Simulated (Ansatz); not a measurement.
## WSe2 (P6_3/mmc): a many-body input that goes wrong, and its mend

Aim: the G0W0 gap of WSe2 (P6_3/mmc). The first input has a fault.

Method: G0W0 on PBE, plane waves, PAW; PAW set soft_1, in Ansatz 0.2.0.

The database entry behind the starting cell differs from later determinations by our own check (a about 0.2 % long), so it need not match the best structure at ambient conditions.

### Step 1. The structure

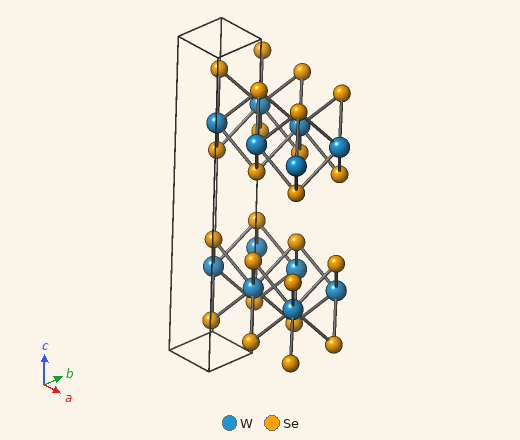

The starting structure, seen slightly off an axis (tungsten blue, selenium orange). 3×2×1 cells are drawn.

Coordinates:

```cif
data_structure
_symmetry_space_group_name_H-M 'P 1'
_symmetry_Int_Tables_number 1
_cell_length_a 3.2900
_cell_length_b 3.2900
_cell_length_c 12.9700
_cell_angle_alpha 90.000
_cell_angle_beta 90.000
_cell_angle_gamma 120.000
_cell_volume 121.58
loop_
_atom_site_label
_atom_site_type_symbol
_atom_site_fract_x
_atom_site_fract_y
_atom_site_fract_z
_atom_site_occupancy
W1 W 0.33333 0.66667 0.25000 1
W2 W 0.66667 0.33333 0.75000 1
Se3 Se 0.33333 0.66667 0.62100 1
Se4 Se 0.66667 0.33333 0.12100 1
Se5 Se 0.33333 0.66667 0.87900 1
Se6 Se 0.66667 0.33333 0.37900 1
```

The cell and positions come from the Crystallography Open Database and are kept as given unless a step says otherwise. Spin-orbit coupling is left out unless a step names it.

### Step 2. First try

File input.yaml:

```yaml
crystal:
  lattice:
    - [3.29, 0.0, 0.0]
    - [-1.645, 2.8492235785, 0.0]
    - [0.0, 0.0, 12.97]
  atoms:
    - { symbol: W, position: [0.3333333333, 0.6666666667, 0.25] }
    - { symbol: W, position: [0.6666666667, 0.3333333333, 0.75] }
    - { symbol: Se, position: [0.3333333333, 0.6666666667, 0.621] }
    - { symbol: Se, position: [0.6666666667, 0.3333333333, 0.121] }
    - { symbol: Se, position: [0.3333333333, 0.6666666667, 0.879] }
    - { symbol: Se, position: [0.6666666667, 0.3333333333, 0.379] }
kpoints:
  mp_grid: { grid: [6, 6, 2] }
hamiltonian:
  xc: pbe
  pseudopotentials: { kind: paw, azcp: { folder: soft_1 } }
scf:
  occupations: { method: fermi_dirac, width: 1.0 }
gw:
  n_empty_bands: 128
  ecut_chi: 60
  qp_bands: [v2, c2]
  qp_kpoints: band_edges
  screening: { model: contour_deformation }
```

The run is started by

```bash
$ ansatz run input.yaml --threads 2 --pin off --max-ram 73728MiB --backend cuda --events-out ev --progress --plain --runs-dir out --devices 1 --max-vram 13GiB
```

Numbers of over 12 decimals in the logs are rounded to 6 here.

What it wrote:

```text
band count auto-derived: 79 (N_el = 92.0; filled up to band 46; 56 by the electrons, moments and atoms)
GPUs: using 1 of 1 available (devices: 1).
Engine: ansatz 0.2.0, x86_64-unknown-linux-gnu
Pseudopotentials: kind: paw
Pseudopotential: W, paw, valence charge 14, recommended cutoff 420 eV (normal), soft_1/W.paw.azcp
Pseudopotential: Se, paw, valence charge 16, recommended cutoff 420 eV (normal), soft_1/Se.paw.azcp
Functional definition: PBE
  parameter kappa = 0.804
  parameter beta = 0.066725
  exchange = pbe_x(kappa = kappa, mu = beta*pi^2/3)
  correlation = pbe_c(beta = beta)
device memory: the entry about to start is reckoned to put 2.3 GiB on a device that reports 46.2 GiB free (of which the cap on the GPU budget leaves the run 13.0 GiB)
GPU FFT provider: cuFFT
GPU libraries: cuBLAS 13.8.2, cuFFT 12.4.0, cuSOLVER 12.3.4
Crystal: 6 atoms, lattice volume = 121.580 Å³
Basis set: ecut = 420 eV, 2419 PW (Γ)
Bands: 79, of which v1, the nominal top of the filled ones, is band 46 counted from 1 (45 counted from 0)
Symmetry: 24 space group operations
Space group: P63/mmc (ITA 194), of the structure as read, at distance tolerance 5.0e-5 Å
k-points: 14 of 72
Non-local potential: W, projectors of the file, l = 0: 3, l = 1: 2, l = 2: 2, l = 3: 1
Non-local potential: Se, projectors of the file, l = 0: 2, l = 1: 2, l = 2: 3, l = 3: 1
PAW form: soft (Blöchl's): semilocal exchange-correlation on the pseudo side does not see the compensation charge
PAW one-centre angular grid: W, 590 points (default); XC on 64 Gauss nodes
PAW one-centre angular grid: Se, 590 points (default); XC on 64 Gauss nodes
Initial density: superposition of atomic densities (chi_scale 0.1, normalization cell, long waves kept (reshape's long-wave potential 0.04 eV rms))
Initial wavefunctions: pseudopotential atomic-orbital guess
GPU buffer pool allocated for 51840 grid points (all kernels)
GPU transforms: local potential and band sums: pruned to the plane-wave sphere, on 24×24×90
Functional: x = pbe(κ = 0.804, μ = 0.219515), c = pbe(β = 0.066725)
SCF iter   1: F=—  HF=-42656.256674 eV  |F-HF|=—  |Δ(HF+E_count)|=         —  Δρ=3.66e-2  dr2=7.31e0  ethr=3.10e-3  ⟨swp⟩=6.9  Hψ=4666  notcnv=0
preconditioner: auto → LDOS  [metal: Δε(μ)=0.871 eV  Ē_g=15.675 eV  σ=1.000 eV  W_gap=0.21  n_scr=40 (ndim 8)  ℏωp=20.2 eV  f_vac=0.022  D(μ)=2.96/eV (n_scr^D=8)  β→1.0]
SCF iter   2: F=—  HF=-42655.703445 eV  |F-HF|=—  |Δ(HF+E_count)|=   5.53e-1  Δρ=2.46e-2  dr2=3.34e0  ethr=3.10e-3  ⟨swp⟩=2.3  Hψ=1971  notcnv=0
SCF iter   3: F=—  HF=-42655.129245 eV  |F-HF|=—  |Δ(HF+E_count)|=   5.74e-1  Δρ=4.40e-3  dr2=4.28e-2  ethr=3.10e-3  ⟨swp⟩=1.8  Hψ=1352  notcnv=0
SCF iter   4: F=—  HF=-42655.117287 eV  |F-HF|=—  |Δ(HF+E_count)|=   1.20e-2  Δρ=1.07e-3  dr2=1.11e-3  ethr=4.65e-5  ⟨swp⟩=2.2  Hψ=1594  notcnv=0
SCF iter   5: F=—  HF=-42655.117701 eV  |F-HF|=—  |Δ(HF+E_count)|=   4.13e-4  Δρ=2.09e-4  dr2=7.64e-5  ethr=1.20e-6  ⟨swp⟩=2.0  Hψ=1845  notcnv=0
SCF iter   6: F=—  HF=-42655.117649 eV  |F-HF|=—  |Δ(HF+E_count)|=   5.20e-5  Δρ=7.90e-5  dr2=4.67e-6  ethr=8.30e-8  ⟨swp⟩=2.0  Hψ=1724  notcnv=0
SCF iter   7: F=—  HF=-42655.117652 eV  |F-HF|=—  |Δ(HF+E_count)|=   3.29e-6  Δρ=1.36e-5  dr2=3.11e-7  ethr=5.08e-9  ⟨swp⟩=2.0  Hψ=1534  notcnv=0
SCF iter   8: F=-42655.117652 eV  HF=-42655.117652 eV  |F-HF|=4.79e-9  |Δ(HF+E_count)|=   1.23e-7  Δρ=2.57e-6  dr2=8.42e-9  ethr=1.09e-10  ⟨swp⟩=5.7  Hψ=3177  notcnv=0
SCF 1 converged in 8 iterations: F = -42655.117652 eV  dr2 = 8.42e-9
[...]
device memory: the entry about to start is reckoned to put 2.8 GiB (of the 2.9 GiB reckoned in all, the device holds 0.1 GiB already) on a device that reports 46.1 GiB free (of which the cap on the GPU budget leaves the run 13.0 GiB)
NSCF: frozen V_eff on 14 k-points
[...]
device memory: the entry about to start is reckoned to put 2.7 GiB on a device that reports 46.2 GiB free (of which the cap on the GPU budget leaves the run 13.0 GiB)
NSCF: frozen V_eff on 14 k-points
SCF converged after 8 iterations
Free energy (F): -42655.117652 eV
Harris-Foulkes:  -42655.117652 eV  (|F-HF|=4.79e-9)
Internal energy: -42644.966345 eV  (E = F + TS)
E sigma→0 (E₀):  -42650.041999 eV
Entropy (-TS):   -10.151307 eV (-1691.885 meV/atom)
Fermi energy:    12.977895 eV
--- Per-component energies (eV) ---
  E_band       = -1711.003769
  E_kinetic    = 1299.045228
  E_local      = -12218.405351  (includes V_loc(G=0)·N_el)
  E_nonlocal   = -1465.661355
  E_hartree    = 6289.390775
  E_xc         = -878.009589
  E_vxc        = -827.362403  (∫ρ·V_xc dr)
  E_paw        = -25676.479396  (= ΣΔE_a)
  E_vpaw       = -1077.396942  (= ΣTr[D̂ρ^β])
  E_aug_tail   = -0.001201  (compensation charges beyond the density's cutoff)
  E_ewald      = -9994.845457
  E_smearing   = -10.151307  (= −TS)
  E_closure    = 0.000000  (closes the sum)
  Σ components = -42655.117652   (vs F -42655.117652, Δ=0.00e0)
--- Band table (eV; the first three rows and the last of 14) ---
  k-point 0: bands = [... 42 lower, 11.1192, 11.4564, 11.5414, 12.6454, 15.2455, 15.2455, 15.2909, 15.2909, ... 29 higher]
  k-point 1: bands = [... 42 lower, 11.0901, 11.0901, 12.4127, 12.4127, 15.2488, 15.2488, 15.2488, 15.2488, ... 29 higher]
  k-point 2: bands = [... 42 lower, 10.7095, 11.4746, 11.5649, 11.9751, 14.2749, 14.8240, 14.8794, 14.9616, ... 29 higher]
  k-point 13: bands = [... 42 lower, 9.8395, 9.8395, 12.3275, 12.3275, 14.0224, 14.0224, 15.0806, 15.0806, ... 29 higher]
```

The job ended after 4.5 s (1 × NVIDIA H100 80GB HBM3 (shared by 6 runs) with 2 threads of AMD EPYC 7R13 (Zen 3), shared host; peak memory 1 GiB).

Reading the cycles: dr2 is the Hartree energy of the density residual (eV), the measure of convergence; HF is the Harris–Foulkes estimate of the energy, which meets the free energy F at convergence.

**What went wrong?**

The self-consistent loop converged; the step after it was not made.

The fault: smeared occupations of electronvolts. A wide smearing fills conduction states and empties valence ones, so the start is no longer the insulator.

### Step 3. A better input

G0W0 replaces the xc potential by the self-energy, built once from these orbitals. Only a window of levels is corrected, while the sums run over the empty bands that the input names. This step takes PAW set soft_1 files.

input.yaml, as its differences from that of step 2:

```diff
@@ -18,6 +18,6 @@
 scf:
-  occupations: { method: fermi_dirac, width: 1.0 }
+  occupations: { method: fixed }
 gw:
-  n_empty_bands: 128
-  ecut_chi: 60
+  n_empty_bands: 97
+  ecut_chi: 50
   qp_bands: [v2, c2]
```

What it wrote:

```text
GPUs: using 1 of 1 available (devices: 1).
[...]
GPU FFT provider: cuFFT
GPU libraries: cuBLAS 13.8.2, cuFFT 12.4.0, cuSOLVER 12.3.4
Crystal: 6 atoms, lattice volume = 121.580 Å³
Basis set: ecut = 420 eV, 2419 PW (Γ)
Bands: 56, of which v1, the nominal top of the filled ones, is band 46 counted from 1 (45 counted from 0)
Symmetry: 24 space group operations
[...]
k-points: 14 of 72
[...]
GPU buffer pool allocated for 51840 grid points (all kernels)
[...]
SCF iter   1: F=—  HF=-42652.436899 eV  |F-HF|=—  |Δ(HF+E_count)|=         —  Δρ=3.59e-2  dr2=5.38e0  ethr=3.10e-3  ⟨swp⟩=4.9  Hψ=2428  notcnv=0  defer=76
[...]
SCF iter   9: F=-42651.440017 eV  HF=-42651.440017 eV  |F-HF|=3.36e-8  |Δ(HF+E_count)|=   3.28e-6  Δρ=9.12e-6  dr2=6.79e-8  ethr=1.09e-10  ⟨swp⟩=9.3  Hψ=2922  notcnv=0
SCF 1 converged in 9 iterations: F = -42651.440017 eV  dr2 = 6.79e-8
[...]
0    45     11.5078   -18.1619     2.2619   -15.9522  0.7741    11.5600    11.5601  root
     0    46     12.5761   -19.3869     1.0049   -18.7638  0.7622    12.9565    12.9579  root
     0    47     15.2155   -13.8816    -3.5573   -18.2172  0.7632    16.0078    15.9937  root
     0    48     15.2155   -13.8816    -3.5573   -18.2172  0.7632    16.0078    15.9937  root
     1    45     12.3595   -19.0873     1.2337   -18.1698  0.7636    12.6746    12.6757  root
     1    46     12.3595   -19.0873     1.2337   -18.1698  0.7636    12.6746    12.6757  root
     1    47     15.2210   -13.8407    -3.5427   -18.1528  0.7623    16.0043    15.9903  root
     1    48     15.2210   -13.8407    -3.5427   -18.1528  0.7623    16.0043    15.9903  root
[...]
13    45     12.2385   -18.3710     0.9369   -17.7201  0.7602    12.5236    12.5245  root
    13    46     12.2385   -18.3710     0.9369   -17.7201  0.7602    12.5236    12.5245  root
    13    47     13.9043   -15.5629    -3.3587   -19.6798  0.7564    14.6727    14.6624  root
    13    48     13.9043   -15.5629    -3.3587   -19.6798  0.7564    14.6727    14.6624  root
[key lines of the parts left out:]
SCF converged after 9 iterations
Free energy (F): -42651.440017 eV
Fermi energy:    12.576123 eV
```

The job ended after 24 s (1 × NVIDIA H100 80GB HBM3 (shared by 6 runs) with 2 threads; peak memory 1.2 GiB).

This step gave:

```yaml
bands_summed: 143
rpa_eps_infinity_on_this_mesh_eigenvalues: 7.193, 15.88, 15.88
plane_waves_in_the_screening_matrix: 81
q_points_in_the_mesh: 72
g0w0_gap_on_the_mesh: 1.163 eV
k_of_the_valence_top: 0, 0, 0
k_of_the_conduction_bottom: 0.1667, 0.1667, 0
starting_gap_on_the_mesh: 0.9759 eV
z_at_the_valence_top: 0.7622
z_at_the_conduction_bottom: 0.7719
least_direct_g0w0_gap_on_the_computed_points: 1.958 eV
```

The gap on the mesh goes from 0.98 eV to 1.16 eV, a correction of +0.19 eV. Between the two edge states, bare exchange in place of the xc potential would open the gap by 4.34 eV, and correlation takes back 4.16 eV.

### Step 4. Summary of results

```yaml
first_try: the many-body step was refused after 4.5 s
better_run: G0W0 gap on the mesh 1.16 eV (6×6×2 mesh, 97 empty bands, screening to 50 eV, PAW set soft_1 files)
```

The second run differs in: empty bands, screening cutoff (eV) and smearing (eV). Bands and cutoff are finite, so the gap is not at the basis limit. The miss can reach some tenths of an eV and take either sign; the mesh is an error of its own. The 6×6×2 mesh is coarse for this cell (its supercell is 20 Å along the shortest edge). The RPA ε∞ on it, from the PBE start, is 7.19 and 15.88; such meshes misread the long-range screening, most where the gap is narrow. The many-body steps are scalar-relativistic: spin-orbit coupling is not in them.

[Paths, hosts, dates, memory and timing lines, banners, echoed tables and standing remarks are left out of the program output.]

[Logs are printed without paths, hosts, clocks, repeated set-up lines and the standing remarks that a program may print on its own settings, such as how far it seeks lower states.]

[Runs of the session that timed out or met a known fault of the program may be left out.]

[Cells called generated may have been cut or substituted from an entry of the Crystallography Open Database or the Materials Project.]

[Hosts, paths, dates, database ids (printed as entryN), source tags and the programs' standing remarks are cut or masked in the printed files.]
